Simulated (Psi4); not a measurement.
Interaction energy of HBr ··· CH4 (SMILES Br and C). Monomers: optimised at B3LYP-D3(BJ) (def2-TZVP), held rigid. Orientation: lowest of the rigid-body minima from ten starts at GFN2-xTB. R is the distance of the centres of mass, along which the second monomer moves.

Level of theory: SAPT0/jun-cc-pVDZ, frozen core (Psi4).

Components in kcal/mol:

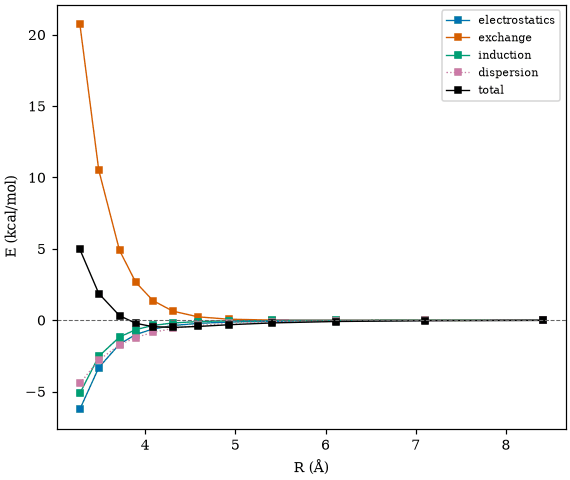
*Components of the interaction energy.*

```csv
R / Å,electrostatics,exchange,induction,dispersion,total
3.28,-6.24,20.77,-5.13,-4.43,4.97
3.49,-3.32,10.51,-2.53,-2.79,1.87
3.72,-1.67,4.90,-1.18,-1.73,0.32
3.90,-1.01,2.66,-0.66,-1.21,-0.22
4.09,-0.62,1.38,-0.37,-0.85,-0.45
4.31,-0.37,0.64,-0.19,-0.58,-0.50
4.59,-0.22,0.24,-0.09,-0.36,-0.44
4.93,-0.13,0.07,-0.04,-0.22,-0.32
5.41,-0.07,0.01,-0.02,-0.11,-0.19
6.12,-0.04,0.00,-0.01,-0.05,-0.09
7.11,-0.02,0.00,0.00,-0.02,-0.04
8.41,-0.01,0.00,0.00,-0.01,-0.01
```
